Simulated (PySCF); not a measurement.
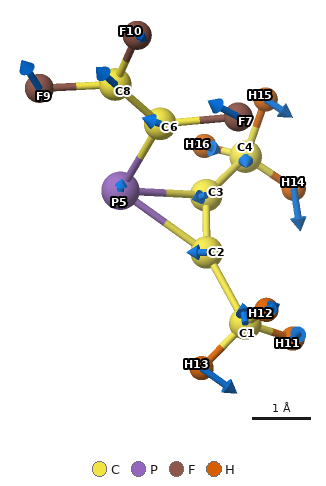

A relaxation of C$_{6}$H$_{6}$F$_{3}$P. The starting structure is drawn; blue arrows show the displacements, magnified 10 times. The two geometries are superimposed by the best rigid fit.

Style: ball-and-stick. Shown from a free direction.

The start comes from GFN2-xTB. Its atoms were then displaced at random by about 0.01 Å.

These are results of PBE0-D3(BJ)/def2-SVP geometry optimisation, gas phase in PySCF 2.14.0, density-fitted response routines, not measurements. 

**What did the optimiser do to the structure, and how much energy did it gain?**

The largest move after the best rigid fit is that of H13, 0.078 Å. By element the largest moves are H 0.078 Å, F 0.077 Å, C 0.062 Å, P 0.023 Å. Among the contacts that change: C4–H14 1.050 → 1.100 Å, C8–F10 1.351 → 1.308 Å, C1–H11 1.065 → 1.100 Å, C6–C8 1.309 → 1.337 Å. Bond angles that change, for instance: H11–C1–H13 113.8° → 109.0°, H14–C4–H16 113.0° → 109.0°, C2–C1–H13 107.4° → 111.0°. After 10 geometry steps the energy has fallen by 21.3 kJ/mol.
